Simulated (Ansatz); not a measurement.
# CoGe: magnetic states

This session on CoGe sets out to find which magnetic order is lowest.

Computed with Ansatz 0.2.0 (DFT r2SCAN, scalar-relativistic, plane waves, PAW, unless a step's input says otherwise).

1 further run of the same task is left out (set aside as unsound or not needed). Runs told in other sessions of the task aren't counted.

## (1) The system as given

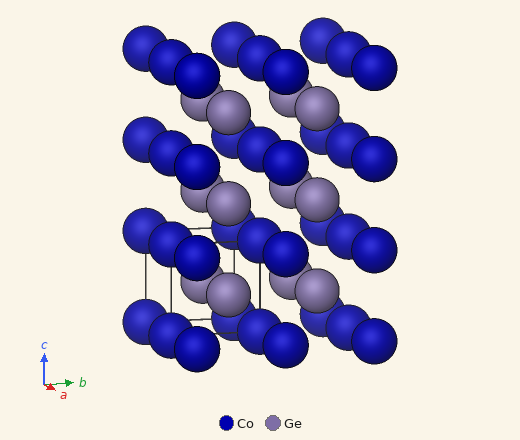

The starting structure, seen slightly off an axis (cobalt blue, germanium purple). 2×2×3 cells are drawn. Atoms on the faces are drawn again on the opposite ones.

Coordinates:

```
CELL_PARAMETERS angstrom
2.89809 0.00000 0.00000
0.00000 2.89809 0.00000
0.00000 0.00000 2.89665
ATOMIC_POSITIONS crystal
Co 0.00000 0.00000 0.00000
Ge 0.50000 0.50000 0.50000
```

This cell was relaxed beforehand with the same method: volume 12.16 Å³/atom, gap on the mesh none (metal), site moments up to 1.0 μB.

This is a hypothetical structure, made by putting the elements on a prototype's sites.

## (2) Magnetic start: no spin polarisation

The input, input.yaml:

```yaml
crystal:
  lattice:
    - [2.8980918852, 0.0, 0.0]
    - [0.0, 2.8980918852, 0.0]
    - [0.0, 0.0, 2.8966496108]
  atoms:
    - { symbol: Co, position: [0.0, 0.0, 0.0] }
    - { symbol: Ge, position: [0.5, 0.5, 0.5] }
basis:
  ecutwfc: 500
kpoints:
  mp_grid: { grid: [16, 16, 12] }
hamiltonian:
  xc: r2scan
scf:
  occupations: { method: gaussian, width: 0.1 }
  lower_state_search: "off"
output:
  forces: true
  stress: true
  eigenvalues: true
```

On the command line:

```console
> ansatz run input.yaml --threads 1 --pin off --max-ram 2560MiB --backend cpu --events-out ev --progress --plain --runs-dir out
```

What it wrote, cut to the lines that bear on the results:

```text
Warning: RAYON_NUM_THREADS=1 ignored (pool sized by the plan → 1); use --threads N
[...]
Pseudopotentials: kind: paw
Pseudopotential: Co, paw, valence charge 17, recommended cutoff 500 eV (meta_gga), Co.paw.azcp
Pseudopotential: Ge, paw, valence charge 14, recommended cutoff 500 eV (meta_gga), Ge.paw.azcp
Functional definition: r2SCAN
[...]
Crystal: 2 atoms, lattice volume = 24.329 Å³
Basis set: ecut = 500 eV, 619 PW (Γ), exchange–correlation on 96×96×96 points (64 copies of the dense FFT grid, shifted against one another)
Bands: 20, of which v1, the nominal top of the filled ones, is band 16 counted from 1 (15 counted from 0)
Symmetry: 16 space group operations
Space group: P4/mmm (ITA 123), of the structure as read, at distance tolerance 2.9e-5 Å
k-points: 315 of 3072
[...]
SCF iter   1: F=-9434.006628 eV  HF=-9433.960620 eV  |F-HF|=4.60e-2  |Δ(HF+E_count)|=         —  Δρ=1.56e-2  dr2=3.28e-2  dr2_τ=4.55e-2  ethr=1.77e-3  ⟨swp⟩=4.6  Hψ=25667  notcnv=0
[...]
SCF iter   8: F=-9434.026786 eV  HF=-9434.026786 eV  |F-HF|=3.31e-10  |Δ(HF+E_count)|=   1.04e-8  Δρ=8.66e-6  dr2=6.63e-9  dr2_τ=2.89e-9  ethr=3.23e-10  ⟨swp⟩=5.6  Hψ=24166  notcnv=0
[...]
SCF converged after 8 iterations
Free energy (F): -9434.026786 eV
[...]
E sigma→0 (E₀):  -9434.019784 eV
Entropy (-TS):   -0.014004 eV (-7.002 meV/atom)
Fermi energy:    17.709712 eV
[...]
--- Forces (eV/Å), atoms counted from 1 ---
  atom   1  Co    -0.00000000     0.00000000     0.00000000
  atom   2  Ge    -0.00000000     0.00000000     0.00000000
[...]
--- Stress (GPa, compression-positive) ---
       -3.837995       0.000000       0.000000
        0.000000      -3.837995       0.000000
        0.000000       0.000000      -3.897258
  P = ⅓ Tr σ = -3.8577 GPa (-38.577 kbar)
--- Band table (eV; the first three rows and the last of 315) ---
  k-point 0: bands = ["-80.4813", "-42.3544", "-42.3515", "-42.3515", "-8.1248", "-8.1243", "-7.9880", "-7.9880", "-7.9880", "3.0237", "14.7535", "14.7546", "16.7757", "16.7757", "16.7768", "20.7155", "20.7155", "20.7332", "27.2790", "27.2835"]
[...]
```

Run time: 39 s. Hardware: 1 thread of AMD EPYC (Zen 3), shared host; peak memory 0.53 GiB.

Result: -4717.0099 eV/atom at zero smearing, pressure -3.86 GPa and no gap on the mesh.

## (3) Magnetic start: ferromagnetic

input.yaml, as its differences from that of step 2:

```diff
@@ -6,3 +6,3 @@
   atoms:
-    - { symbol: Co, position: [0.0, 0.0, 0.0] }
+    - { symbol: Co, position: [0.0, 0.0, 0.0], spin: 2.0 }
     - { symbol: Ge, position: [0.5, 0.5, 0.5] }
@@ -21 +21,4 @@
   eigenvalues: true
+  populations: true
+magnetization:
+  spin_polarized: true
```

On the command line:

```console
> ansatz run input.yaml --threads 1 --pin off --max-ram 2560MiB --backend cpu --events-out ev --progress --plain --runs-dir out
```

What it wrote, cut to the lines that bear on the results:

```text
Warning: RAYON_NUM_THREADS=1 ignored (pool sized by the plan → 1); use --threads N
[...]
[... 4 set-up lines as earlier in the session ...]
[...]
Crystal: 2 atoms, lattice volume = 24.329 Å³
Basis set: ecut = 500 eV, 619 PW (Γ), exchange–correlation on 96×96×96 points (64 copies of the dense FFT grid, shifted against one another)
Bands: 21, of which v1, the nominal top of the filled ones, is band 16 counted from 1 (15 counted from 0)
[... 2 set-up lines as earlier in the session ...]
Magnetic group: BNS 123.339 (UNI 999), of the structure as read, at distance tolerance 2.9e-5 Å
k-points: 315 of 3072
[...]
Starting moments: Σ|m| = 2 μB on 1 of 2 sites
[...]
Absolute magnetization: 1.1149 μB (∫|ρ↑−ρ↓|, with the PAW one-centre terms)
Spin contamination: 0.0510 ħ² per cell (⟨S²⟩ above its minimum at these occupations)
Per-site moments (μB) at R_I (Å): [(0.9967924366629056, 1.03512952760532), (0.006910082853388589, 1.03512952760532)]
Free energy (F): -9434.237458 eV
[...]
E sigma→0 (E₀):  -9434.236355 eV
Entropy (-TS):   -0.002206 eV (-1.103 meV/atom)
Fermi energy:    17.960943 eV
[...]
--- Forces (eV/Å), atoms counted from 1 ---
  atom   1  Co    -0.00000000    -0.00000000     0.00000000
  atom   2  Ge     0.00000000     0.00000000     0.00000000
[...]
--- Stress (GPa, compression-positive) ---
       -0.000281       0.000000       0.000000
        0.000000      -0.000281       0.000000
        0.000000       0.000000      -0.000644
  P = ⅓ Tr σ = -0.0004 GPa (-0.004 kbar)
--- Band table (eV; the first three rows and the last of 630) ---
[... band rows left out ...]
[...]
--- Löwdin populations: 2 sites ---
  site symbol       q [e]    m [muB]
     0     Co     16.5267     0.9415
     1     Ge     14.2704     0.0269
  spilling = 0.006546 (of n_electrons = 31.000000)
```

Run time: 2.9 min. Hardware: 1 thread of AMD EPYC (Zen 3), shared host; peak memory 0.67 GiB.

Result: -4717.1182 eV/atom at zero smearing, pressure 0.00 GPa and no gap on the mesh. Site moments in spheres: Co +1.00 μB; cell moment 0.91 μB. The log warns that the state wasn't tested for a lower one.

## (4) Start: large parallel starting moments

input.yaml, as its differences from that of step 3:

```diff
@@ -6,3 +6,3 @@
   atoms:
-    - { symbol: Co, position: [0.0, 0.0, 0.0], spin: 2.0 }
+    - { symbol: Co, position: [0.0, 0.0, 0.0], spin: 3.5 }
     - { symbol: Ge, position: [0.5, 0.5, 0.5] }
```

On the command line:

```console
> ansatz run input.yaml --threads 1 --pin off --max-ram 2560MiB --backend cpu --events-out ev --progress --plain --runs-dir out
```

What it wrote, cut to the lines that bear on the results:

```text
Warning: RAYON_NUM_THREADS=1 ignored (pool sized by the plan → 1); use --threads N
[...]
[... 4 set-up lines as earlier in the session ...]
[...]
Crystal: 2 atoms, lattice volume = 24.329 Å³
Basis set: ecut = 500 eV, 619 PW (Γ), exchange–correlation on 96×96×96 points (64 copies of the dense FFT grid, shifted against one another)
Bands: 22, of which v1, the nominal top of the filled ones, is band 16 counted from 1 (15 counted from 0)
[... 2 set-up lines as earlier in the session ...]
Magnetic group: BNS 123.339 (UNI 999), of the structure as read, at distance tolerance 2.9e-5 Å
k-points: 315 of 3072
[...]
Starting moments: Σ|m| = 3.5 μB on 1 of 2 sites
[...]
Absolute magnetization: 1.1148 μB (∫|ρ↑−ρ↓|, with the PAW one-centre terms)
Spin contamination: 0.0510 ħ² per cell (⟨S²⟩ above its minimum at these occupations)
Per-site moments (μB) at R_I (Å): [(0.9967036361364878, 1.03512952760532), (0.006935241992709678, 1.03512952760532)]
Free energy (F): -9434.237458 eV
[...]
E sigma→0 (E₀):  -9434.236355 eV
Entropy (-TS):   -0.002206 eV (-1.103 meV/atom)
Fermi energy:    17.960984 eV
[...]
--- Forces (eV/Å), atoms counted from 1 ---
  atom   1  Co    -0.00000000    -0.00000000     0.00000000
  atom   2  Ge     0.00000000    -0.00000000     0.00000000
[...]
--- Stress (GPa, compression-positive) ---
       -0.000064       0.000000       0.000000
        0.000000      -0.000064       0.000000
        0.000000       0.000000      -0.000600
  P = ⅓ Tr σ = -0.0002 GPa (-0.002 kbar)
--- Band table (eV; the first three rows and the last of 630) ---
[... band rows left out ...]
[...]
--- Löwdin populations: 2 sites ---
  site symbol       q [e]    m [muB]
     0     Co     16.5267     0.9415
     1     Ge     14.2704     0.0269
  spilling = 0.006546 (of n_electrons = 31.000000)
```

It took 3.1 min on 1 thread of AMD EPYC (Zen 3), shared host; peak memory 0.65 GiB.

Result: -4717.1182 eV/atom at zero smearing, pressure 0.00 GPa and no gap on the mesh. Site moments in spheres: Co +1.00 μB; cell moment 0.91 μB. The log warns that the state wasn't tested for a lower one.

## (5) Start: small parallel starting moments

input.yaml, as its differences from that of step 4:

```diff
@@ -6,3 +6,3 @@
   atoms:
-    - { symbol: Co, position: [0.0, 0.0, 0.0], spin: 3.5 }
+    - { symbol: Co, position: [0.0, 0.0, 0.0], spin: 0.5 }
     - { symbol: Ge, position: [0.5, 0.5, 0.5] }
```

On the command line:

```console
> ansatz run input.yaml --threads 1 --pin off --max-ram 2560MiB --backend cpu --events-out ev --progress --plain --runs-dir out
```

What it wrote:

```text
Warning: RAYON_NUM_THREADS=1 ignored (pool sized by the plan → 1); use --threads N
Engine: ansatz 0.2.0, x86_64-unknown-linux-gnu
[... 4 set-up lines as earlier in the session ...]
  parameter k0 = 0.174
  parameter k1 = 0.065
  parameter a1 = 4.9479
  exchange = r2scan_x(k0 = k0, k1 = k1, a1 = a1)
  correlation = r2scan_c
Crystal: 2 atoms, lattice volume = 24.329 Å³
Basis set: ecut = 500 eV, 619 PW (Γ), exchange–correlation on 96×96×96 points (64 copies of the dense FFT grid, shifted against one another)
Bands: 20, of which v1, the nominal top of the filled ones, is band 16 counted from 1 (15 counted from 0)
[... 2 set-up lines as earlier in the session ...]
Magnetic group: BNS 123.339 (UNI 999), of the structure as read, at distance tolerance 2.9e-5 Å
k-points: 315 of 3072
Non-local potential: Co, projectors of the file, l = 0: 3, l = 1: 2, l = 2: 3, l = 3: 1
Non-local potential: Ge, projectors of the file, l = 0: 2, l = 1: 2, l = 2: 3, l = 3: 1
PAW form: soft (Blöchl's): semilocal exchange-correlation on the pseudo side does not see the compensation charge
PAW frozen core: Co, regenerated for the run's functional (the file was generated under x = pbe(κ = 0.804, μ = 0.2195149727645171), c = pbe(β = 0.06672455060314922))
PAW frozen core: Ge, regenerated for the run's functional (the file was generated under x = pbe(κ = 0.804, μ = 0.2195149727645171), c = pbe(β = 0.06672455060314922))
PAW one-centre angular grid: Co, 590 points (default); XC on 160 Gauss nodes
PAW one-centre angular grid: Ge, 590 points (default); XC on 160 Gauss nodes
Initial density: superposition of atomic densities (chi_scale 0.1, normalization cell)
Starting moments: Σ|m| = 0.5 μB on 1 of 2 sites
Initial wavefunctions: pseudopotential atomic-orbital guess
Functional: x = r2scan, c = r2scan; τ floored in thin density (d = 2e-4 eV/Å³)
SCF iter   1: F=-9428.872171 eV  HF=-9434.836327 eV  |F-HF|=5.96e0  |Δ(HF+E_count)|=         —  Δρ=1.03e-1 (↑7.59e-2 ↓1.03e-1)  dr2=6.97e0  dr2_τ=2.22e-2  dr2_m=5.25e-2  M=0.248 μB ∫|m|=0.299 μB  β_m=0.30  ethr=3.10e-3  ⟨swp⟩=4.2  Hψ=50951  notcnv=0
preconditioner: auto → none  [metal: Δε(μ)=0.005 eV  Ē_g=18.512 eV  σ=0.100 eV  W_gap=0.03  n_scr=6 (ndim 8)  ℏωp=36.1 eV  f_vac=0.000  D(μ)=1.37/eV (n_scr^D=18)  sad-step TF]
SCF iter   2: F=-9433.929211 eV  HF=-9434.201702 eV  |F-HF|=2.72e-1  |Δ(HF+E_count)|=   6.35e-1  Δρ=3.95e-2 (↑2.08e-2 ↓3.95e-2)  dr2=3.43e-1  dr2_τ=5.39e-3  dr2_m=4.80e-2  M=0.508 μB ∫|m|=0.524 μB  β_m=1.00  ethr=3.10e-3  ⟨swp⟩=2.9  Hψ=33818  notcnv=0  defer=176  κ⁻¹=1.0e0(r=1)
SCF iter   3: F=-9434.081007 eV  HF=-9434.094354 eV  |F-HF|=1.33e-2  |Δ(HF+E_count)|=   1.07e-1  Δρ=1.83e-2 (↑1.29e-2 ↓1.83e-2)  dr2=1.09e-1  dr2_τ=4.31e-3  dr2_m=2.13e-2  M=0.588 μB ∫|m|=0.622 μB  β_m=1.00  ethr=1.11e-3  ⟨swp⟩=2.1  Hψ=25016  notcnv=0  defer=122  κ⁻¹=8.9e-3(r=2)
SCF iter   4: F=-9434.151257 eV  HF=-9434.090678 eV  |F-HF|=6.06e-2  |Δ(HF+E_count)|=   3.68e-3  Δρ=1.90e-2 (↑8.23e-3 ↓1.90e-2)  dr2=1.86e-2  dr2_τ=7.19e-4  dr2_m=3.92e-2  M=0.708 μB ∫|m|=0.754 μB  β_m=1.00  ethr=3.51e-4  ⟨swp⟩=2.5  Hψ=27408  notcnv=0  defer=122  κ⁻¹=5.9e-5(r=3)
SCF iter   5: F=-9434.185665 eV  HF=-9434.119326 eV  |F-HF|=6.63e-2  |Δ(HF+E_count)|=   2.86e-2  Δρ=1.31e-2 (↑6.71e-3 ↓1.31e-2)  dr2=8.91e-3  dr2_τ=3.38e-4  dr2_m=2.10e-2  M=0.792 μB ∫|m|=0.852 μB  β_m=1.00  ethr=6.01e-5  ⟨swp⟩=2.4  Hψ=28102  notcnv=0  defer=120  κ⁻¹=6.2e-6(r=4)
SCF iter   6: F=-9434.203719 eV  HF=-9434.146569 eV  |F-HF|=5.72e-2  |Δ(HF+E_count)|=   2.72e-2  Δρ=1.09e-2 (↑3.93e-3 ↓1.09e-2)  dr2=1.16e-2  dr2_τ=1.81e-4  dr2_m=1.08e-2  M=0.846 μB ∫|m|=0.922 μB  β_m=1.00  ethr=2.87e-5  ⟨swp⟩=1.8  Hψ=18169  notcnv=0  defer=120  κ⁻¹=1.1e-6(r=5)
SCF iter   7: F=-9434.139439 eV  HF=-9434.181167 eV  |F-HF|=4.17e-2  |Δ(HF+E_count)|=   3.46e-2  Δρ=1.78e-2 (↑8.77e-3 ↓1.78e-2)  dr2=1.27e-1  dr2_τ=5.77e-4  dr2_m=4.94e-3  M=0.870 μB ∫|m|=0.970 μB  β_m=1.20  ethr=2.87e-5  ⟨swp⟩=2.0  Hψ=21356  notcnv=0  defer=112
Mixer restart at iter 7: flushing history
spin-set hold released at iteration 7 (site moments contracting): the magnetisation degrees of freedom join the quasi-Newton model from the next iteration; the mixer history was flushed
SCF iter   8: F=-9434.102376 eV  HF=-9434.206444 eV  |F-HF|=1.04e-1  |Δ(HF+E_count)|=   2.53e-2  Δρ=1.53e-2 (↑1.52e-2 ↓1.53e-2)  dr2=1.36e-1  dr2_τ=1.89e-4  dr2_m=9.55e-5  M=0.869 μB ∫|m|=0.976 μB  β_m=1.20  ethr=2.87e-5  ⟨swp⟩=2.3  Hψ=29238  notcnv=0  defer=104  κ⁻¹=1.0e0(r=1)
SCF iter   9: F=-9434.225412 eV  HF=-9434.199011 eV  |F-HF|=2.64e-2  |Δ(HF+E_count)|=   7.43e-3  Δρ=5.90e-3 (↑3.12e-3 ↓5.90e-3)  dr2=6.52e-3  dr2_τ=4.67e-5  dr2_m=1.30e-3  M=0.882 μB ∫|m|=1.003 μB  β_m=1.20  ethr=2.87e-5  ⟨swp⟩=2.0  Hψ=31140  notcnv=0  defer=102  κ⁻¹=6.2e-4(r=2)
SCF iter  10: F=-9434.234904 eV  HF=-9434.227016 eV  |F-HF|=7.89e-3  |Δ(HF+E_count)|=   2.80e-2  Δρ=1.91e-3 (↑1.52e-3 ↓1.91e-3)  dr2=4.06e-4  dr2_τ=8.92e-6  dr2_m=1.21e-4  M=0.897 μB ∫|m|=1.057 μB  β_m=1.20  ethr=2.10e-5  ⟨swp⟩=2.0  Hψ=23245  notcnv=0  defer=103  κ⁻¹=2.5e-4(r=3)
SCF iter  11: F=-9434.236937 eV  HF=-9434.235484 eV  |F-HF|=1.45e-3  |Δ(HF+E_count)|=   8.47e-3  Δρ=8.64e-4 (↑8.64e-4 ↓6.95e-4)  dr2=1.03e-4  dr2_τ=1.26e-6  dr2_m=6.70e-5  M=0.905 μB ∫|m|=1.088 μB  β_m=1.20  ethr=1.31e-6  ⟨swp⟩=2.2  Hψ=25589  notcnv=0  defer=103  κ⁻¹=8.0e-5(r=4)
SCF iter  12: F=-9434.237338 eV  HF=-9434.237078 eV  |F-HF|=2.60e-4  |Δ(HF+E_count)|=   1.59e-3  Δρ=4.28e-4 (↑4.28e-4 ↓1.89e-4)  dr2=5.99e-5  dr2_τ=1.19e-7  dr2_m=1.17e-5  M=0.910 μB ∫|m|=1.103 μB  β_m=1.20  ethr=3.32e-7  ⟨swp⟩=2.0  Hψ=25243  notcnv=0  defer=103  κ⁻¹=2.5e-5(r=5)
SCF iter  13: F=-9434.237439 eV  HF=-9434.237383 eV  |F-HF|=5.58e-5  |Δ(HF+E_count)|=   3.06e-4  Δρ=1.81e-4 (↑1.81e-4 ↓1.00e-4)  dr2=1.53e-6  dr2_τ=4.01e-8  dr2_m=4.14e-6  M=0.912 μB ∫|m|=1.110 μB  β_m=1.20  ethr=1.93e-7  ⟨swp⟩=2.0  Hψ=22324  notcnv=0  defer=103  κ⁻¹=1.5e-6(r=6)
SCF iter  14: F=-9434.237451 eV  HF=-9434.237426 eV  |F-HF|=2.42e-5  |Δ(HF+E_count)|=   4.31e-5  Δρ=8.88e-5 (↑8.88e-5 ↓6.68e-5)  dr2=1.76e-7  dr2_τ=1.76e-8  dr2_m=1.26e-6  M=0.912 μB ∫|m|=1.113 μB  β_m=1.20  ethr=4.94e-9  ⟨swp⟩=2.2  Hψ=22570  notcnv=0  defer=103  κ⁻¹=3.6e-7(r=7)
SCF iter  15: F=-9434.237455 eV  HF=-9434.237444 eV  |F-HF|=1.05e-5  |Δ(HF+E_count)|=   1.79e-5  Δρ=5.54e-5 (↑5.54e-5 ↓4.77e-5)  dr2=3.46e-8  dr2_τ=4.15e-9  dr2_m=5.70e-7  M=0.912 μB ∫|m|=1.114 μB  β_m=1.20  ethr=3.23e-10  ⟨swp⟩=6.9  Hψ=60295  notcnv=0  κ⁻¹=5.1e-8(r=8)
SCF iter  16: F=-9434.237458 eV  HF=-9434.237457 eV  |F-HF|=8.29e-7  |Δ(HF+E_count)|=   1.25e-5  Δρ=1.82e-5 (↑9.25e-6 ↓1.82e-5)  dr2=1.82e-8  dr2_τ=3.17e-10  dr2_m=3.85e-8  M=0.913 μB ∫|m|=1.116 μB  β_m=1.20  ethr=1.12e-10  ⟨swp⟩=6.3  Hψ=58617  notcnv=0  κ⁻¹=2.5e-8(r=8)
SCF iter  17: F=-9434.237458 eV  HF=-9434.237458 eV  |F-HF|=1.64e-7  |Δ(HF+E_count)|=   8.69e-7  Δρ=1.03e-5 (↑3.51e-6 ↓1.03e-5)  dr2=7.83e-9  dr2_τ=1.49e-10  dr2_m=1.00e-8  M=0.913 μB ∫|m|=1.116 μB  β_m=1.20  ethr=5.87e-11  ⟨swp⟩=5.0  Hψ=50304  notcnv=0  κ⁻¹=2.0e-7(r=8)
SCF iter  18: F=-9434.237458 eV  HF=-9434.237458 eV  |F-HF|=5.01e-8  |Δ(HF+E_count)|=   1.52e-7  Δρ=3.52e-6 (↑2.69e-6 ↓3.52e-6)  dr2=1.66e-10  dr2_τ=2.34e-11  dr2_m=2.03e-9  M=0.913 μB ∫|m|=1.116 μB  ethr=2.52e-11  ⟨swp⟩=3.6  Hψ=36006  notcnv=0
SCF 1 converged in 18 iterations: F = -9434.237458 eV  dr2 = 1.66e-10
this state was not tested for a lower state beside it, because the mixer in use, unlike msr1, does not test its closes by its own steps (another_mixer; see scf.mixing.algorithm and scf.lower_state_search)
SCF converged after 18 iterations
Magnetization: 0.9131 μB (15.9565 up, 15.0435 down)
Absolute magnetization: 1.1146 μB (∫|ρ↑−ρ↓|, with the PAW one-centre terms)
Spin contamination: 0.0510 ħ² per cell (⟨S²⟩ above its minimum at these occupations)
Per-site moments (μB) at R_I (Å): [(0.9966050452988268, 1.03512952760532), (0.006956580843232544, 1.03512952760532)]
Free energy (F): -9434.237458 eV
Harris-Foulkes:  -9434.237458 eV  (|F-HF|=5.01e-8)
Internal energy: -9434.235252 eV  (E = F + TS)
E sigma→0 (E₀):  -9434.236355 eV
Entropy (-TS):   -0.002206 eV (-1.103 meV/atom)
Fermi energy:    17.961002 eV
--- Per-component energies (eV) ---
  E_band       = -318.046063
  E_kinetic    = 568.900546
  E_local      = -4806.543031  (includes V_loc(G=0)·N_el)
  E_nonlocal   = 883.976574
  E_hartree    = 2079.296321
  E_xc         = -227.471689
  E_vxc        = -299.395357  (∫ρ·V_xc dr)
  E_paw        = -3563.302591  (= ΣΔE_a)
  E_vpaw       = -842.343887  (= ΣTr[D̂ρ^β])
  E_aug_tail   = 0.000054  (compensation charges beyond the density's cutoff)
  E_vtau       = 18.765966  (kinetic-family band-sum trace: ∫τ·v_τ [+ j·A + Jᵃ·Aᵃ] dr)
  E_ewald      = -4367.710464
  E_core_change = -1.380972  (= ΣΔE_core)
  E_smearing   = -0.002206  (= −TS)
  E_closure    = -0.000000  (closes the sum)
  Σ components = -9434.237458   (vs F -9434.237458, Δ=0.00e0)
--- Forces (eV/Å), atoms counted from 1 ---
  atom   1  Co    -0.00000000     0.00000000     0.00000000
  atom   2  Ge     0.00000000     0.00000000     0.00000000
  max |Σ_I F_I| component: 6.71e-30 eV/Å
--- Stress (GPa, compression-positive) ---
       -0.000857       0.000000       0.000000
        0.000000      -0.000857       0.000000
        0.000000       0.000000      -0.001251
  P = ⅓ Tr σ = -0.0010 GPa (-0.010 kbar)
--- Band table (eV; the first three rows and the last of 630) ---
  k-point 0 ↑: bands = ["-81.5383", "-43.3913", "-43.3913", "-43.3881", "-7.9784", "-7.9780", "-7.8402", "-7.8401", "-7.8401", "3.1028", "13.7827", "13.7838", "16.1170", "16.1219", "16.1219", "20.7364", "20.7364", "20.7546", "27.0118", "27.0178"]
  k-point 1 ↑: bands = ["-81.5382", "-43.3911", "-43.3911", "-43.3905", "-7.9772", "-7.9697", "-7.8429", "-7.8429", "-7.8397", "3.2331", "13.7407", "13.8050", "16.0158", "16.0158", "16.1202", "19.7864", "20.9772", "20.9772", "27.0319", "27.3973"]
  k-point 2 ↑: bands = ["-81.5377", "-43.3970", "-43.3906", "-43.3906", "-7.9749", "-7.9459", "-7.8503", "-7.8503", "-7.8386", "3.6215", "13.5047", "13.8665", "15.7595", "15.7595", "16.1291", "18.0954", "21.6374", "21.6374", "27.0916", "27.6361"]
  k-point 314 ↓: bands = ["-79.9399", "-41.8601", "-41.8600", "-41.8600", "-7.9345", "-7.9345", "-7.9342", "-7.7612", "-7.7612", "12.3650", "12.3672", "12.3672", "14.1909", "18.5231", "18.5253", "20.1435", "20.1435", "20.1460", "21.2617", "21.2671"]
--- Löwdin populations: 2 sites ---
  site symbol       q [e]    m [muB]
     0     Co     16.5267     0.9414
     1     Ge     14.2704     0.0270
  spilling = 0.006546 (of n_electrons = 31.000000)
```

Wall time 2.9 min (1 thread of AMD EPYC (Zen 3), shared host); peak memory 0.64 GiB.

This run gives -4717.1182 eV/atom at zero smearing, pressure 0.00 GPa and no gap on the mesh. Site moments in spheres: Co +1.00 μB; cell moment 0.91 μB. The log warns that the state wasn't tested for a lower one.

## (6) Which state is lowest

All runs keep the base geometry. Energies are extrapolated to zero smearing. The moments by site are integrated in spheres around the atoms, sized by the neighbour distance.

```csv
start,ends,energy above the lowest (meV/atom),site moments (μB),gap on the mesh (eV),pressure (GPa),CPU time
ferromagnetic,ferromagnetic,0.00,Co +1.00,metal,0.0,2.9 min
large parallel starting moments,ferromagnetic,0.00,Co +1.00,metal,0.0,3.1 min
small parallel starting moments,ferromagnetic,0.00,Co +1.00,metal,0.0,2.9 min
no spin,non-magnetic (imposed),108,none,metal,-3.9,39 s
```

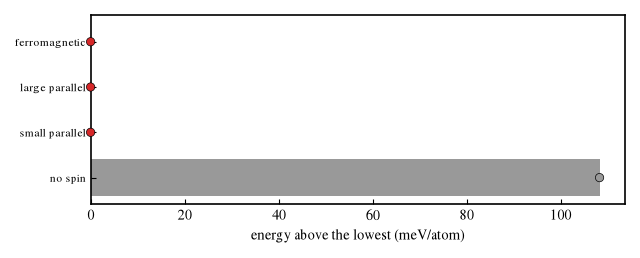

Energy of the state reached from each start; grey ends non-magnetic, red ferromagnetic, blue antiferromagnetic, green ferrimagnetic.

## (7) Results

| quantity | value |
| --- | --- |
| lowest state | ferromagnetic; moments Co +1.00 μB; metal |

The lowest state is ferromagnetic, with site moments Co +1.00 μB; the best non-magnetic state lies 108 meV/atom higher. Only these starts were tried, so a lower state is not ruled out. The magnetic state reached may not be the lowest one. Some metallic runs here have no spin polarisation while others do; where cell and settings agree, the difference is what magnetism gains.
